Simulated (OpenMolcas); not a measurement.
# Run report: Br⁴⁺, multiconfigurational calculation

- system: Br⁴⁺.
- method: state-averaged MS-RASPT2, IPEA shift 0, imaginary shift 0.1 hartree, closed shells 3d correlated, active space 3 electrons in the shells 4s 4p 4d; RAS3 4d with at most 2 electrons, basis ANO-RCC-VTZP, DKH2 scalar Hamiltonian, spin-orbit coupling by RASSI with atomic mean-field integrals (OpenMolcas)

### Input file
```
&GATEWAY
Coord
1

Br 0.0 0.0 0.0
Basis=ANO-RCC-VTZP
Group=XYZ
NoMove
AngMom=0.0 0.0 0.0
AMFI
&SEWARD
&RASSCF
FileOrb=start.orb
Symmetry=2
Spin=4
nActEl=3 0 0
Inactive=8 6
Ras2=1 3
CIRoot=1 1 1
SDav=1
CIMx=300
Iter=120 100
PrWF=0.3
OrbListing=Nothing
MaxOrb=0
Atom
>>> COPY $Project.JobIph JOBPRE
&RASSCF
FileOrb=start.orb
Symmetry=2
Spin=4
nActEl=3 0 2
Inactive=8 6
Ras2=1 3
Ras3=5 0
CIRoot=1 1 1
SDav=46
CIMx=300
Iter=120 100
PrWF=0.3
OrbListing=Nothing
MaxOrb=0
Thrs=2.0e-7 1.0e-1 5.0e-4
Atom
>>> COPY $Project.JobIph JOB001
&RASSCF
FileOrb=start.orb
Symmetry=2
Spin=2
nActEl=3 0 2
Inactive=8 6
Ras2=1 3
Ras3=5 0
CIRoot=11 11 1
SDav=116
CIMx=300
Iter=120 100
PrWF=0.3
OrbListing=Nothing
MaxOrb=0
Thrs=2.0e-7 1.0e-1 5.0e-4
Atom
>>> COPY $Project.JobIph JOB002
&RASSCF
FileOrb=start.orb
Symmetry=1
Spin=4
nActEl=3 0 2
Inactive=8 6
Ras2=1 3
Ras3=5 0
CIRoot=3 3 1
SDav=28
CIMx=300
Iter=120 100
PrWF=0.3
OrbListing=Nothing
MaxOrb=0
Thrs=2.0e-7 1.0e-1 5.0e-4
Atom
>>> COPY $Project.JobIph JOB003
&RASSCF
FileOrb=start.orb
Symmetry=1
Spin=2
nActEl=3 0 2
Inactive=8 6
Ras2=1 3
Ras3=5 0
CIRoot=9 9 1
SDav=84
CIMx=300
Iter=120 100
PrWF=0.3
OrbListing=Nothing
MaxOrb=0
Thrs=2.0e-7 1.0e-1 5.0e-4
Atom
>>> COPY $Project.JobIph JOB004
&RASSI
NrOfJobIphs=4 1 11 3 9
1
1 2 3 4 5 6 7 8 9 10 11
1 2 3
1 2 3 4 5 6 7 8 9
IphNames
JOB001
JOB002
JOB003
JOB004
EJob
SpinOrbit
DIPRint=1.0
SOCoupling=1000.0
Subsets=2
MEES
Property=10
'ANGMOM' 1 'ANGMOM' 2 'ANGMOM' 3 'MLTPL  1' 1 'MLTPL  1' 2 'MLTPL  1' 3
'AMFI' 1 'AMFI' 2 'AMFI' 3 'MLTPL  2' 6
SOProperty=3
'ANGMOM' 1 'ANGMOM' 2 'ANGMOM' 3
>>> COPY JOB001 $Project.JobIph
&CASPT2
Multistate=1 1
Frozen=3 6
IPEA=0.0
Imaginary=0.1
MaxIter=60
WThr=0.0 0.3 0.05
PrWF=0.5
NoMix
>>> COPY JOB002 $Project.JobIph
&CASPT2
Multistate=11 1 2 3 4 5 6 7 8 9 10 11
Frozen=3 6
IPEA=0.0
Imaginary=0.1
MaxIter=60
WThr=0.0 0.3 0.05
PrWF=0.5
NoMix
>>> COPY JOB003 $Project.JobIph
&CASPT2
Multistate=3 1 2 3
Frozen=3 6
IPEA=0.0
Imaginary=0.1
MaxIter=60
WThr=0.0 0.3 0.05
PrWF=0.5
NoMix
>>> COPY JOB004 $Project.JobIph
&CASPT2
Multistate=9 1 2 3 4 5 6 7 8 9
Frozen=3 6
IPEA=0.0
Imaginary=0.1
MaxIter=60
WThr=0.0 0.3 0.05
PrWF=0.5
NoMix
```

The file start.orb holds starting orbitals from an earlier step. A driver script formed the levels outside the program, from RASSI's spin-orbit matrix and the CASPT2 energies (for multi-state variants, the effective Hamiltonian), averaged over the components of each term or state. The log and the time are those of the CASPT2 step.

### Output (extracts)
```
--- CASPT2 ---
Orbital specifications:
      -----------------------

      Symmetry species                           1   2
                                                ag  au
      Frozen orbitals                            3   6
      Inactive orbitals                          5   0
      Active orbitals                            6   3
      Secondary orbitals                         7  13
      Deleted orbitals                           0   0
      Number of basis functions                 21  22
Type of calculation                        SS-CASPT2
      Fock operator                              state-specific
      IPEA shift                                 0.00
      Real shift                                 0.00
      Imaginary shift                            0.10
      The input orbitals will be transformed to quasi-canonical
Reference energy:       -2599.1599193431
      E2 (Non-variational):      -0.0409428214
      Shift correction:          -0.0000111852
      E2 (Variational):          -0.0409540066
      Total energy:           -2599.2008733497
      Residual norm:              0.0000000954
      Reference weight:           0.99394
      Contributions to the CASPT2 correlation energy
      Active & Virtual Only:         -0.0028386718
      One Inactive Excited:          -0.0147950850
      Two Inactive Excited:          -0.0233090646
::    CASPT2 Root  1     Total energy:  -2599.20087335
--- CASPT2 ---
Orbital specifications:
      -----------------------

      Symmetry species                           1   2
                                                ag  au
      Frozen orbitals                            3   6
      Inactive orbitals                          5   0
      Active orbitals                            6   3
      Secondary orbitals                         7  13
      Deleted orbitals                           0   0
      Number of basis functions                 21  22
Type of calculation                        MS-CASPT2
      Fock operator                              state-specific
      IPEA shift                                 0.00
      Real shift                                 0.00
      Imaginary shift                            0.10
      The input orbitals will be transformed to quasi-canonical
Reference energy:       -2600.2438080731
      E2 (Non-variational):      -0.0477697904
      Shift correction:          -0.0000151441
      E2 (Variational):          -0.0477849345
      Total energy:           -2600.2915930075
      Residual norm:              0.0000009998
      Reference weight:           0.99255
      Contributions to the CASPT2 correlation energy
      Active & Virtual Only:         -0.0097984475
      One Inactive Excited:          -0.0141947115
      Two Inactive Excited:          -0.0237766314
Reference energy:       -2600.2438080731
      E2 (Non-variational):      -0.0477697904
      Shift correction:          -0.0000151441
      E2 (Variational):          -0.0477849345
      Total energy:           -2600.2915930075
      Residual norm:              0.0000009998
      Reference weight:           0.99255
      Contributions to the CASPT2 correlation energy
      Active & Virtual Only:         -0.0097984475
      One Inactive Excited:          -0.0141947115
      Two Inactive Excited:          -0.0237766314
::    CASPT2 Root  1     Total energy:  -2600.29159301
::    CASPT2 Root  2     Total energy:  -2600.29159301
::    CASPT2 Root  3     Total energy:  -2600.29159301
::    CASPT2 Root  4     Total energy:  -2599.22577937
::    CASPT2 Root  5     Total energy:  -2599.22577897
::    CASPT2 Root  6     Total energy:  -2599.22577897
::    CASPT2 Root  7     Total energy:  -2599.22577899
::    CASPT2 Root  8     Total energy:  -2599.22577898
::    CASPT2 Root  9     Total energy:  -2599.10633703
::    CASPT2 Root 10     Total energy:  -2599.10633703
::    CASPT2 Root 11     Total energy:  -2599.10633703
::    MS-CASPT2 Root  1     Total energy:  -2600.29165831
::    MS-CASPT2 Root  2     Total energy:  -2600.29165831
::    MS-CASPT2 Root  3     Total energy:  -2600.29165831
::    MS-CASPT2 Root  4     Total energy:  -2599.22577940
::    MS-CASPT2 Root  5     Total energy:  -2599.22577907
::    MS-CASPT2 Root  6     Total energy:  -2599.22577897
::    MS-CASPT2 Root  7     Total energy:  -2599.22577894
::    MS-CASPT2 Root  8     Total energy:  -2599.22577890
::    MS-CASPT2 Root  9     Total energy:  -2599.10627173
::    MS-CASPT2 Root 10     Total energy:  -2599.10627173
::    MS-CASPT2 Root 11     Total energy:  -2599.10627173
--- CASPT2 ---
Orbital specifications:
      -----------------------

      Symmetry species                           1   2
                                                ag  au
      Frozen orbitals                            3   6
      Inactive orbitals                          5   0
      Active orbitals                            6   3
      Secondary orbitals                         7  13
      Deleted orbitals                           0   0
      Number of basis functions                 21  22
Type of calculation                        MS-CASPT2
      Fock operator                              state-specific
      IPEA shift                                 0.00
      Real shift                                 0.00
      Imaginary shift                            0.10
      The input orbitals will be transformed to quasi-canonical
Reference energy:       -2599.8422539585
      E2 (Non-variational):      -0.0394736274
      Shift correction:          -0.0000090518
      E2 (Variational):          -0.0394826792
      Total energy:           -2599.8817366377
      Residual norm:              0.0000009414
      Reference weight:           0.99459
      Contributions to the CASPT2 correlation energy
      Active & Virtual Only:         -0.0028477776
      One Inactive Excited:          -0.0127202500
      Two Inactive Excited:          -0.0239055998
Reference energy:       -2599.8422539585
      E2 (Non-variational):      -0.0394736274
      Shift correction:          -0.0000090518
      E2 (Variational):          -0.0394826792
      Total energy:           -2599.8817366377
      Residual norm:              0.0000009414
      Reference weight:           0.99459
      Contributions to the CASPT2 correlation energy
      Active & Virtual Only:         -0.0028477776
      One Inactive Excited:          -0.0127202500
      Two Inactive Excited:          -0.0239055998
::    CASPT2 Root  1     Total energy:  -2599.88173664
::    CASPT2 Root  2     Total energy:  -2599.88173664
::    CASPT2 Root  3     Total energy:  -2599.88173664
::    MS-CASPT2 Root  1     Total energy:  -2599.88173664
::    MS-CASPT2 Root  2     Total energy:  -2599.88173664
::    MS-CASPT2 Root  3     Total energy:  -2599.88173664
--- CASPT2 ---
Orbital specifications:
      -----------------------

      Symmetry species                           1   2
                                                ag  au
      Frozen orbitals                            3   6
      Inactive orbitals                          5   0
      Active orbitals                            6   3
      Secondary orbitals                         7  13
      Deleted orbitals                           0   0
      Number of basis functions                 21  22
Type of calculation                        MS-CASPT2
      Fock operator                              state-specific
      IPEA shift                                 0.00
      Real shift                                 0.00
      Imaginary shift                            0.10
      The input orbitals will be transformed to quasi-canonical
Reference energy:       -2599.7074995333
      E2 (Non-variational):      -0.0487535437
      Shift correction:          -0.0000463839
      E2 (Variational):          -0.0487999277
      Total energy:           -2599.7562994610
      Residual norm:              0.0000005262
      Reference weight:           0.98915
      Contributions to the CASPT2 correlation energy
      Active & Virtual Only:         -0.0125093871
      One Inactive Excited:          -0.0127744222
      Two Inactive Excited:          -0.0234697345
Reference energy:       -2599.7074995333
      E2 (Non-variational):      -0.0487535432
      Shift correction:          -0.0000463840
      E2 (Variational):          -0.0487999272
      Total energy:           -2599.7562994605
      Residual norm:              0.0000005262
      Reference weight:           0.98915
      Contributions to the CASPT2 correlation energy
      Active & Virtual Only:         -0.0125093890
      One Inactive Excited:          -0.0127744197
      Two Inactive Excited:          -0.0234697344
::    CASPT2 Root  1     Total energy:  -2599.75629946
::    CASPT2 Root  2     Total energy:  -2599.75629946
::    CASPT2 Root  3     Total energy:  -2599.75629946
::    CASPT2 Root  4     Total energy:  -2599.75629946
::    CASPT2 Root  5     Total energy:  -2599.75631206
::    CASPT2 Root  6     Total energy:  -2599.62198521
::    CASPT2 Root  7     Total energy:  -2599.56937766
::    CASPT2 Root  8     Total energy:  -2599.56937766
::    CASPT2 Root  9     Total energy:  -2599.56937766
::    MS-CASPT2 Root  1     Total energy:  -2599.75631238
::    MS-CASPT2 Root  2     Total energy:  -2599.75629989
::    MS-CASPT2 Root  3     Total energy:  -2599.75629946
::    MS-CASPT2 Root  4     Total energy:  -2599.75629938
::    MS-CASPT2 Root  5     Total energy:  -2599.75629898
::    MS-CASPT2 Root  6     Total energy:  -2599.62198502
::    MS-CASPT2 Root  7     Total energy:  -2599.56937766
::    MS-CASPT2 Root  8     Total energy:  -2599.56937766
::    MS-CASPT2 Root  9     Total energy:  -2599.56937766
```

### Spin-orbit levels, grouped by J and assigned

| Configuration | Level | E (cm⁻¹) | LS purity (%) | Landé g |
| --- | --- | --- | --- | --- |
| 4s² 4p | ²P°₁/₂ | 0 | 100 | 0.666 |
| 4s² 4p | ²P°₃/₂ | 5,532 | 100 | 1.334 |
| 4s 4p² | ⁴P₁/₂ | 90,110 | 99 | 2.667 |
| 4s 4p² | ⁴P₃/₂ | 92,310 | 100 | 1.734 |
| 4s 4p² | ⁴P₅/₂ | 95,340 | 99 | 1.598 |
| 4s 4p² | ²D₃/₂ | 121,000 | 100 | 0.802 |
| 4s 4p² | ²D₅/₂ | 121,500 | 99 | 1.204 |
| 4s 4p² | ²S₁/₂ | 150,100 | 91 | 1.897 |
| 4s 4p² | ²P₁/₂ | 160,700 | 92 | 0.775 |
| 4s 4p² | ²P₃/₂ | 163,600 | 100 | 1.333 |

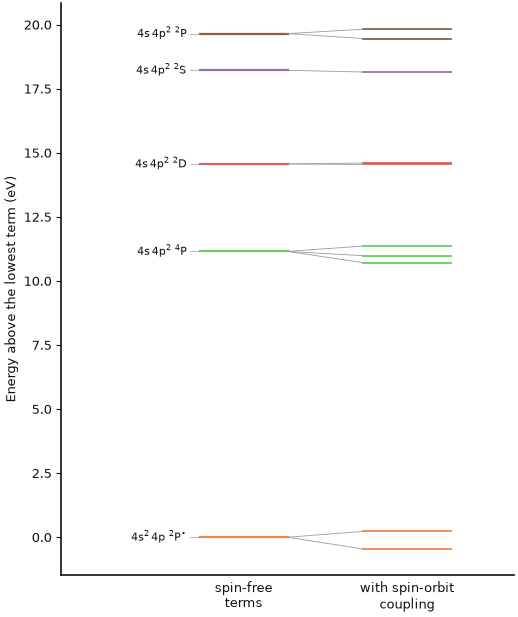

Figure 1. Terms of Br V (Br⁴⁺) without and with spin-orbit coupling; the J values are left off. 4s² 4p ²P° (at 0) splits over 0.686 eV into J = 1/2, 3/2 from the bottom up (normal); 4s 4p² ⁴P (at 11.2 eV) splits over 0.648 eV into J = 1/2, 3/2, 5/2 from the bottom up (normal); 4s 4p² ²D (at 14.6 eV) splits over 0.0573 eV into J = 3/2, 5/2 from the bottom up (normal); 4s 4p² ²S (at 18.2 eV) gives the one level J = 1/2; 4s 4p² ²P (at 19.7 eV) splits over 0.364 eV into J = 1/2, 3/2 from the bottom up (normal). The ground level lies 0.457 eV below the lowest term.

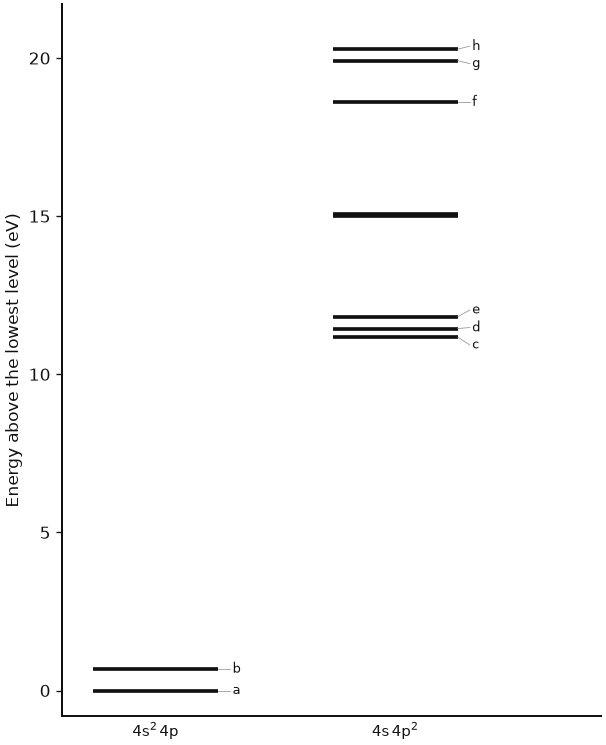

Figure 2. The lowest computed levels of Br⁴⁺, 8 of them lettered. a: 4s² 4p ²P°₁/₂ at 0; b: 4s² 4p ²P°₃/₂ at 0.686 eV; c: 4s 4p² ⁴P₁/₂ at 11.2 eV; d: 4s 4p² ⁴P₃/₂ at 11.4 eV; e: 4s 4p² ⁴P₅/₂ at 11.8 eV; f: 4s 4p² ²S₁/₂ at 18.6 eV; g: 4s 4p² ²P₁/₂ at 19.9 eV; h: 4s 4p² ²P₃/₂ at 20.3 eV.

### Key numbers

```tsv
quantity	value
outcome	converged
lowest level	4s² 4p ²P°₁/₂
first excited level	4s² 4p ²P°₃/₂, 5,532 cm⁻¹ (measured: 6,090)
energy of the lowest spin-free term	−2600.29166 hartree
energy of the lowest spin-orbit level	−2600.30847 hartree
CASPT2 correlation energy	−0.0479 hartree
largest spread among components of a term	2.9 cm⁻¹
lowest reference weight	0.988
hardware	1 CPU thread, shared host
wall time	7.5 s
```

### Remarks

To bear in mind: extra active shells serve correlation only, their own levels not computed; only configurations of the active space are included.
